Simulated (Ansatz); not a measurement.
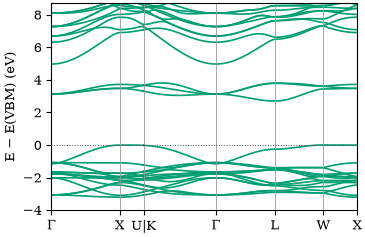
Band structure from DFT-r²SCAN in the program Ansatz with PAW potentials

Task: Read off the gap and where the band edges lie.

Result: About 2.7 eV (2.70 eV by a search for the band edges); maximum at W, minimum at L.

Task: Which of these materials gives this?
A) KI, rock salt
B) BeTe, zinc blende
C) TePb, rock salt
D) K2TeCl6, Fm-3m (K on 8c, Te on 4a, Cl on 24e)

Result: D, K2TeCl6, Fm-3m (K on 8c, Te on 4a, Cl on 24e)

The workflow started from a Materials Project entry (that database holds measured and hypothetical structures alike); the Crystallography Open Database copy checked does not list it. COD files the formula under space group No. 139, so this cell is another polymorph or a model. Whether it is the stable phase at ambient conditions was not checked. The cell was relaxed with r²SCAN under the symmetry of its start; whether a distortion lowers the energy is not shown. Spin–orbit coupling is left out wherever it is not named.

Potentials: the later of the program's two PAW sets.
